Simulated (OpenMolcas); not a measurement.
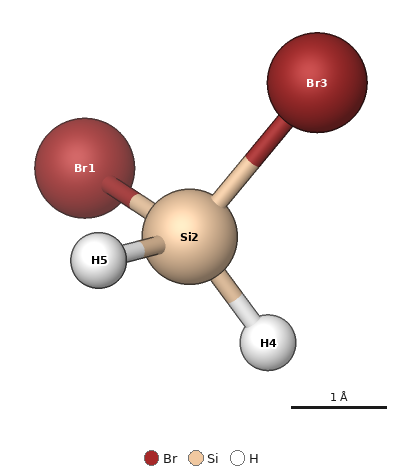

*The input geometry (ball-and-stick view, seen at a tilt; atoms are numbered from 1 in the order of the input).*

## SiH$_{2}$Br$_{2}$: single-point calculation

SiH$_{2}$Br$_{2}$, computed with HF/ANO-RCC-MB, RHF, DKH2 (OpenMolcas 26.06).

The geometry comes from this level: GFN2-xTB.

**Input file**
```
&GATEWAY
 Coord
 5
 bohr
 Br    -3.14406963    -2.29499679     0.66208445
 Si     0.37235164    -0.11136156     0.12989977
 Br    -0.58254587     3.38404595    -1.94942257
 H      2.05333861    -1.58718097    -1.43995241
 H      1.30092526     0.60949337     2.59739076
 Basis=ANO-RCC-MB
 Group=NoSym

&SEWARD

&SCF
 PrOrbitals=1 1
```

Launched with:
```bash
export MOLCAS_MEM=1860
pymolcas step1.inp > step1.log
```

**Log**
```
--- Start Module: gateway ---

                                              &GATEWAY

                       available to each process: 1.9 GB of memory, 1 thread

++    Symmetry information:
      ---------------------

                    Character Table for C1

                             E
                    a        1  x, y, xy, Rz, z, xz, Ry, yz, Rx, I
--

++    Basis set information:
      ----------------------

      Basis set label: BR.ANO-RCC...4S3P1D.

      Electronic valence basis set:
      ------------------
      Associated Effective Charge  35.000000 au
      Associated Actual Charge     35.000000 au
      Nuclear Model: Point charge

      Shell  nPrim  nBasis  Cartesian Spherical Contaminant
         s      20       4        X
         p      17       3        X
         d      11       1                 X

      Basis set label: SI.ANO-RCC...3S2P.

      Electronic valence basis set:
      ------------------
      Associated Effective Charge  14.000000 au
      Associated Actual Charge     14.000000 au
      Nuclear Model: Point charge

      Shell  nPrim  nBasis  Cartesian Spherical Contaminant
         s      17       3        X
         p      12       2        X

      Basis set label: BR.ANO-RCC...4S3P1D.

      Electronic valence basis set:
      ------------------
      Associated Effective Charge  35.000000 au
      Associated Actual Charge     35.000000 au
      Nuclear Model: Point charge

      Shell  nPrim  nBasis  Cartesian Spherical Contaminant
         s      20       4        X
         p      17       3        X
         d      11       1                 X

      Basis set label: H.ANO-RCC...1S.

      Electronic valence basis set:
      ------------------
      Associated Effective Charge   1.000000 au
      Associated Actual Charge      1.000000 au
      Nuclear Model: Point charge

      Shell  nPrim  nBasis  Cartesian Spherical Contaminant
         s       8       1        X
--

++    Molecular structure info:
      -------------------------

                    ************************************************
                    **** Cartesian Coordinates / bohr, angstrom ****
                    ************************************************

     Center  Label                x              y              z                     x              y              z
        1      BR1             -3.144070      -2.294997       0.662084             -1.663770      -1.214460       0.350360
        2      SI2              0.372352      -0.111362       0.129900              0.197040      -0.058930       0.068740
        3      BR3             -0.582546       3.384046      -1.949423             -0.308270       1.790760      -1.031590
        4      H4               2.053339      -1.587181      -1.439952              1.086580      -0.839900      -0.761990
        5      H5               1.300925       0.609493       2.597391              0.688420       0.322530       1.374480

                    ***************************************
                    *    InterNuclear Distances / bohr    *
                    ***************************************

               1 BR1           2 SI2           3 BR3           4 H4            5 H5
    1 BR1      0.000000
    2 SI2      4.173332        0.000000
    3 BR3      6.755213        4.177713        0.000000
    4 H4       5.650895        2.732800        5.649827        0.000000
    5 H5       5.651500        2.733202        5.649701        4.657429        0.000000

                    *******************************************
                    *    InterNuclear Distances / angstrom    *
                    *******************************************

               1 BR1           2 SI2           3 BR3           4 H4            5 H5
    1 BR1      0.000000
    2 SI2      2.208432        0.000000
    3 BR3      3.574705        2.210750        0.000000
    4 H4       2.990325        1.446135        2.989760        0.000000
    5 H5       2.990645        1.446348        2.989693        2.464605        0.000000

                    **************************************
                    *    Valence Bond Angles / degree    *
                    **************************************
                          Atom centers                 Phi
                      4 H4       2 SI2      5 H5       116.88
--

            Nuclear Potential Energy            451.27918122 au

--- Stop Module: gateway /rc=_RC_ALL_IS_WELL_ ---

--- Start Module: seward ---

                                              &SEWARD

                       available to each process: 1.9 GB of memory, 1 thread

               SEWARD will generate:
                  Multipole Moment integrals up to order  2
                  Kinetic Energy integrals
                  Nuclear Attraction integrals (point charge)
                  One-Electron Hamiltonian integrals
                  Velocity integrals
                  Relativistic Douglas-Kroll-Hess integrals:
                    - Parametrization         : EXP
                    - DKH order of Hamiltonian: 2
                    - DKH order of Properties : 0
                         - multipole moment operators
                         - electric potential operators
                         - contact operators
                  Orbital angular momentum around ( -1.4923   0.4357  -0.5153 )
                  Velocity quadrupole around ( -1.4923   0.4357  -0.5153 )
                  Atomic mean-field integrals
                  Two-Electron Repulsion integrals

                   Integrals are discarded if absolute value <: 1.00E-14
                   Integral cutoff threshold is set to       <: 1.00E-16

            Nuclear Potential Energy            451.27918122 au

      Basis set specifications :
      Symmetry species         a
      Basis functions           47

--- Stop Module: seward /rc=_RC_ALL_IS_WELL_ ---
--- Module seward spent 5 seconds ---

--- Start Module: scf ---

                                                &SCF

                       available to each process: 1.9 GB of memory, 1 thread

++    Input section:
      --------------

      Header of the integral files:

      Cartesian coordinates in angstrom:
      -----------------------------------------------------
      No.  Label        X            Y            Z
      -----------------------------------------------------
       1   BR1       -1.66377000  -1.21446000   0.35036000
       2   SI2        0.19704000  -0.05893000   0.06874000
       3   BR3       -0.30827000   1.79076000  -1.03159000
       4   H4         1.08658000  -0.83990000  -0.76199000
       5   H5         0.68842000   0.32253000   1.37448000
      -----------------------------------------------------
      Nuclear repulsion energy =  451.27918122
--

++    Orbital specifications:
      -----------------------

      Symmetry species               1
                                     a
      Frozen orbitals                0
      Occupied orbitals             43
      Secondary orbitals             4
      Deleted orbitals               0
      Total number of orbitals      47
      Number of basis functions     47
--

      Molecular charge                           0.000

++    Optimization specifications:
      ----------------------------

      SCF Algorithm: Conventional
      Minimized density differences are used
      Number of density matrices in core                 5
      Maximum number of NDDO SCF iterations            400
      Maximum number of HF SCF iterations              400
      Threshold for SCF energy change             1.00E-09
      Threshold for density matrix                1.00E-04
      Threshold for Fock matrix                   1.50E-04
      Threshold for linear dependence             1.00E-09
      Threshold at which DIIS is turned on        1.50E-01
      Maximum depth in the DIIS procedure                5
      Maximum depth in the BFGS Hessian update          30
      Threshold at which QNR/C2DIIS is turned on  7.50E-02
      Threshold for Norm(delta) (QNR/C2DIIS)      1.00E-03
      All orbitals punched on: SCFORB
--

      Input vectors read from INPORB
      Orbital file label: *Guess orbitals

++ Convergence information
                                   SCF        iterations: Energy and convergence statistics

Iter     Tot. SCF        One-elec.       Two-elec.     Energy      Max Dij or  Max Fij      DNorm      TNorm      AccCon     Time
         Energy          Energy          Energy        Change      Delta Norm                                                in Sec.

 The total and one-electron energies are shifted by a value of      5000. a.u.

   1  -499.155402899 -3544.945546623  2594.510962504   0.00E+00    1.81E-01*   2.67E-01*    1.30E+01   4.46E+02   None         0.
   2  -499.250278982 -3547.183528796  2596.654068593  -9.49E-02*   2.39E-02*   9.62E-03*    1.02E+00   4.46E+02   EDIIS        0.
   3  -499.251326651 -3547.571733346  2597.041225474  -1.05E-03*   6.99E-03*   2.82E-03*    1.45E-01   4.46E+02   c2DIIS       0.
   4  -499.251407787 -3547.606169058  2597.075580051  -8.11E-05*   1.90E-03*   7.67E-04*    2.61E-02   4.46E+02   QNRc2DIIS    0.
   5  -499.251413667 -3547.605628000  2597.075033113  -5.88E-06*   1.21E-03*   3.00E-04*    1.88E-03   4.46E+02   QNRc2DIIS    0.
   6  -499.251414693 -3547.604139218  2597.073543305  -1.03E-06*   2.54E-05    1.22E-05     2.81E-04   4.46E+02   QNRc2DIIS    0.
   7  -499.251414694 -3547.604072794  2597.073476880  -1.21E-09*   8.84E-06    2.72E-06     3.82E-05   4.46E+02   QNRc2DIIS    0.
   8  -499.251414694 -3547.604028318  2597.073432404  -8.19E-11    1.99E-06    3.82E-07     2.09E-04   4.46E+02   QNRc2DIIS    0.

       Convergence after   8 Iterations
--

 *****************************************************************************************************************************
 *                                             SCF/KS-DFT Program, Final results                                             *
 *                                                       Final Results                                                       *
 *****************************************************************************************************************************

::    Total SCF energy                              -5499.2514146944
      One-electron energy                           -8547.6040283182
      Two-electron energy                            2597.0734324037
      Nuclear repulsion energy                        451.2791812201
      Kinetic energy (interpolated)                  5889.8568575960
      Virial theorem                                    0.9336816747
      Total spin, S(S+1)                                0.0000000000
      Total spin, S                                     0.0000000000
      Max non-diagonal density matrix element           0.0000023202
      Max non-diagonal Fock matrix element              0.0000003019

      All orbitals with orbital energies smaller than  E(LUMO)+0.5 are printed

++    Molecular orbitals:
      -------------------

      Title: SCF orbitals

      Molecular orbitals for symmetry species 1: a

          Orbital            1         2         3         4         5         6         7         8         9        10
          Energy         -498.1171 -498.1165  -69.1950  -67.0707  -67.0701  -58.9792  -58.9785  -58.9774  -58.9773  -58.9767
          Occ. No.          2.0000    2.0000    2.0000    2.0000    2.0000    2.0000    2.0000    2.0000    2.0000    2.0000

          Orbital           11        12        13        14        15        16        17        18        19        20
          Energy          -58.9767  -10.1854  -10.1847   -7.5469   -7.5462   -7.5353   -7.5350   -7.5347   -7.5344   -6.3950
          Occ. No.          2.0000    2.0000    2.0000    2.0000    2.0000    2.0000    2.0000    2.0000    2.0000    2.0000

          Orbital           21        22        23        24        25        26        27        28        29        30
          Energy           -4.4738   -4.4729   -4.4724   -3.1544   -3.1537   -3.1498   -3.1494   -3.1492   -3.1488   -3.1369
          Occ. No.          2.0000    2.0000    2.0000    2.0000    2.0000    2.0000    2.0000    2.0000    2.0000    2.0000

          Orbital           31        32        33        34        35        36        37        38        39        40
          Energy           -3.1369   -3.1363   -3.1363   -1.1056   -1.0694   -0.7889   -0.6036   -0.5487   -0.5214   -0.4538
          Occ. No.          2.0000    2.0000    2.0000    2.0000    2.0000    2.0000    2.0000    2.0000    2.0000    2.0000

          Orbital           41        42        43        44        45        46        47
          Energy           -0.4537   -0.4448   -0.4353    0.0884    0.1134    0.2809    0.3579
          Occ. No.          2.0000    2.0000    2.0000    0.0000    0.0000    0.0000    0.0000

--

++    Molecular charges:
      ------------------

      Mulliken charges per centre and basis function type
      ---------------------------------------------------

                BR1     SI2     BR3     H4      H5
      1s       2.0000  2.0000  2.0000  1.0148  1.0147
      2s       2.0000  1.9980  2.0000  0.0000  0.0000
      2px      2.0000  1.9999  2.0000  0.0000  0.0000
      2pz      2.0000  1.9998  2.0000  0.0000  0.0000
      2py      2.0000  1.9999  2.0000  0.0000  0.0000
      3s       1.9931  1.2071  1.9931  0.0000  0.0000
      3px      2.0002  0.7328  2.0000  0.0000  0.0000
      3pz      2.0000  0.8778  2.0001  0.0000  0.0000
      3py      2.0001  0.7022  2.0002  0.0000  0.0000
      4s       1.9759  0.0000  1.9759  0.0000  0.0000
      3d2+     2.0000  0.0000  2.0000  0.0000  0.0000
      3d1+     2.0000  0.0000  2.0000  0.0000  0.0000
      3d0      2.0000  0.0000  2.0000  0.0000  0.0000
      3d1-     2.0000  0.0000  2.0000  0.0000  0.0000
      3d2-     2.0000  0.0000  2.0000  0.0000  0.0000
      4px      1.5130  0.0000  1.9242  0.0000  0.0000
      4pz      1.9576  0.0000  1.8133  0.0000  0.0000
      4py      1.7862  0.0000  1.5200  0.0000  0.0000
      Total   35.2262 13.5176 35.2268  1.0148  1.0147

      N-E     -0.2262  0.4824 -0.2268 -0.0148 -0.0147

      Total electronic charge=   86.000000

      Total            charge=   -0.000000
--

++    Static properties:
      ------------------

      LoProp Charges per center

                   BR1      SI2      BR3      H4       H5
      Nuclear     35.0000  14.0000  35.0000   1.0000   1.0000
      Electronic -35.1637 -13.5965 -35.1647  -1.0376  -1.0375

      Total       -0.1637   0.4035  -0.1647  -0.0376  -0.0375
--

++    Natural Bond Order analysis
      ---------------------------
      Based on LoProp computed density
      -------------------------------------------------------------------------------------
      Atom A       Atom B       Bond Order
      -------------------------------------------------------------------------------------
      NBO located      0.983 non-bonded electrons on atom BR1
      NBO located      1.007 non-bonded electrons on atom BR1
      NBO located      0.990 non-bonded electrons on atom BR1
      NBO located      1.000 non-bonded electrons on atom BR1
      NBO located      1.000 non-bonded electrons on atom BR1
      NBO located      1.000 non-bonded electrons on atom BR1
      NBO located      1.000 non-bonded electrons on atom BR1
      NBO located      1.000 non-bonded electrons on atom BR1
      NBO located      1.000 non-bonded electrons on atom BR1
      NBO located      1.000 non-bonded electrons on atom BR1
      NBO located      1.000 non-bonded electrons on atom BR1
      NBO located      1.000 non-bonded electrons on atom BR1
      NBO located      1.000 non-bonded electrons on atom BR1
      NBO located      1.000 non-bonded electrons on atom BR1
      NBO located      1.000 non-bonded electrons on atom BR1
      NBO located      1.000 non-bonded electrons on atom BR1
      NBO located      1.003 non-bonded electrons on atom SI2
      NBO located      1.000 non-bonded electrons on atom SI2
      NBO located      0.999 non-bonded electrons on atom SI2
      NBO located      0.999 non-bonded electrons on atom SI2
      NBO located      0.999 non-bonded electrons on atom SI2
      NBO located      1.014 non-bonded electrons on atom BR3
      NBO located      0.990 non-bonded electrons on atom BR3
      NBO located      0.996 non-bonded electrons on atom BR3
      NBO located      1.000 non-bonded electrons on atom BR3
      NBO located      1.000 non-bonded electrons on atom BR3
      NBO located      1.000 non-bonded electrons on atom BR3
      NBO located      1.000 non-bonded electrons on atom BR3
      NBO located      1.000 non-bonded electrons on atom BR3
      NBO located      1.000 non-bonded electrons on atom BR3
      NBO located      1.000 non-bonded electrons on atom BR3
      NBO located      1.000 non-bonded electrons on atom BR3
      NBO located      1.000 non-bonded electrons on atom BR3
      NBO located      1.000 non-bonded electrons on atom BR3
      NBO located      1.000 non-bonded electrons on atom BR3
      NBO located      1.000 non-bonded electrons on atom BR3
      NBO located      1.000 non-bonded electrons on atom BR3
      The remaining    7.102 electrons are to be considered as diffuse
--

++    Molecular properties:
      ---------------------

      Charge (e):
                      =   -0.0000
      Dipole Moment (debye):
      Origin of the operator (angstrom)=   -0.7897    0.2306   -0.2727
                   X=  1.9413E+00               Y= -5.7886E-01               Z=  6.7695E-01           Total=  2.1358E+00
      Quadrupole Moment (debye*angstrom):
      Origin of the operator (angstrom)=   -0.7897    0.2306   -0.2727
                  XX= -5.3530E+01              XY= -2.1143E+00              XZ=  1.3833E+00              YY= -5.8029E+01
                  YZ=  1.3734E+00              ZZ= -5.5268E+01
      In traceless form (debye*angstrom)
                  XX=  3.1184E+00              XY= -3.1714E+00              XZ=  2.0750E+00              YY= -3.6298E+00
                  YZ=  2.0602E+00              ZZ=  5.1145E-01
--

--- Stop Module: scf /rc=_RC_ALL_IS_WELL_ ---

.##################.
.# Happy landing! #.
.##################.

    Timing: Wall=6.99 User=6.30 System=0.68
```

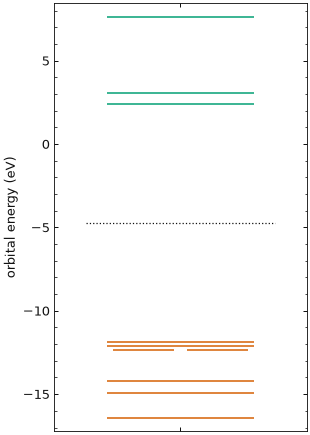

*Orbital energies near the frontier; the dotted line parts filled from empty levels, and levels within 0.02 eV of each other stand side by side.*

Highest filled −11.84 eV, lowest empty 2.40 eV, 14.24 eV apart.

**Summary**

| quantity | value |
| --- | --- |
| outcome | converged |
| total energy | −5499.251415 hartree |
| basis functions | 47 |
| HOMO | −11.84 eV |
| LUMO | 2.40 eV |
| dipole moment | 2.14 debye |
| hardware | 1 thread of Arm Neoverse V1, 24 GiB of memory available, shared host |
| wall time | 7.5 s |
| peak memory | 0.41 GiB |
